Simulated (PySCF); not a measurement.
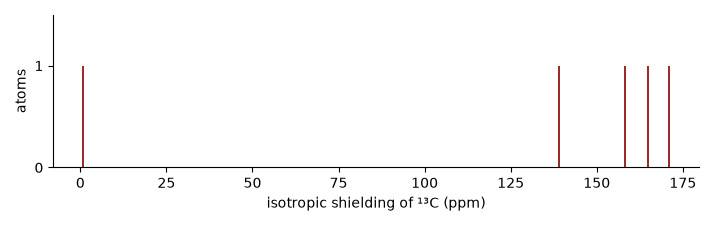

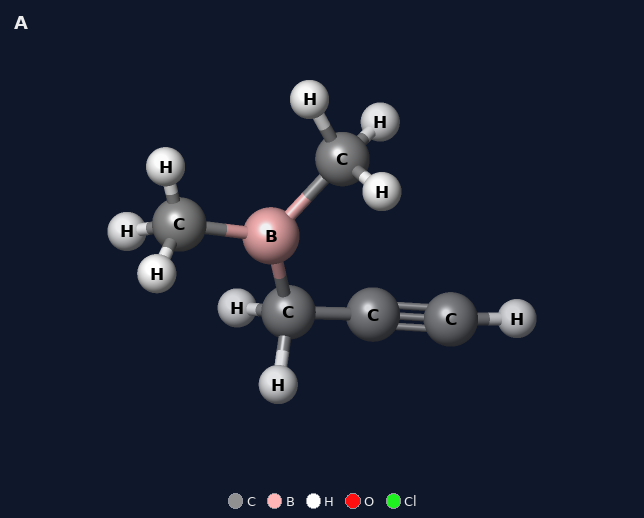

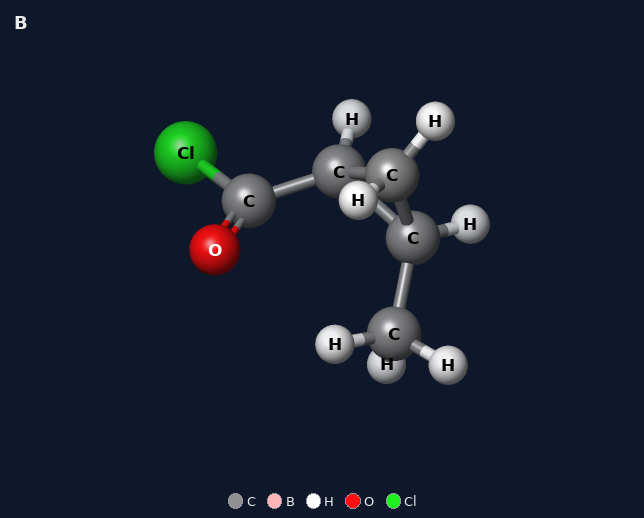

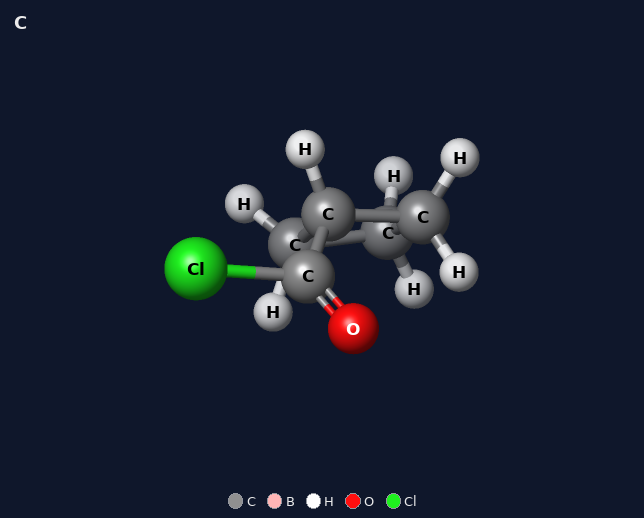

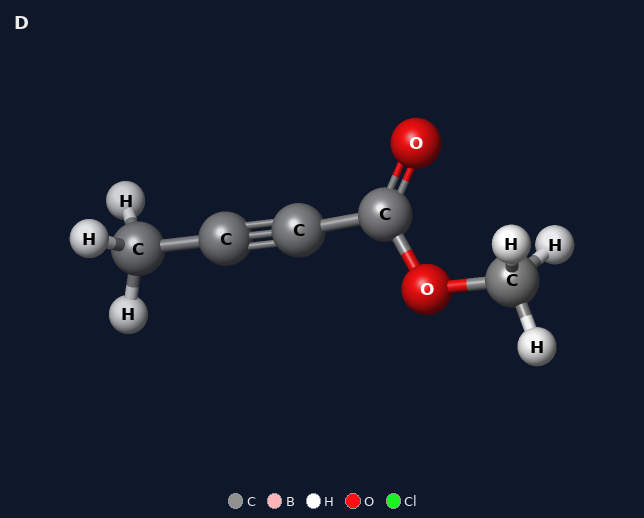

The sticks are computed shieldings of one of the molecules, for one fixed geometry (GFN2-xTB) without averaging over rotations. Low shielding means a high chemical shift. Method: GIAO PBE0/pcSseg-1 NMR shielding, non-relativistic, gas phase (PySCF 2.14.0).

Match the spectrum to a structure.

Answer. C, `O=C(Cl)C1CCC1`. Its 5 C atoms give lines at 0.6, 138.9, 158.1, 164.9, 171.1 ppm.
